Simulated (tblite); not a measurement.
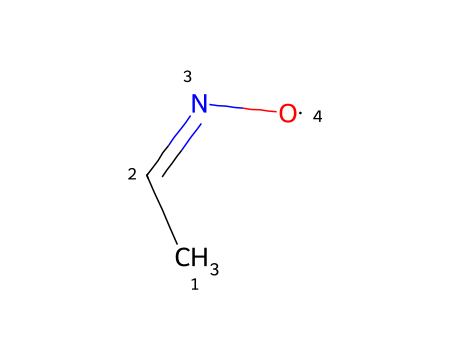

Skeletal drawing with numbered atoms; wedges and dashes mark any stereocentres. The configuration is that of a computed structure (GFN2-xTB).

Assign CIP descriptors.

Answer. C2=N3: Z.

Write the isomeric SMILES.

Answer. C/C=N\[O]
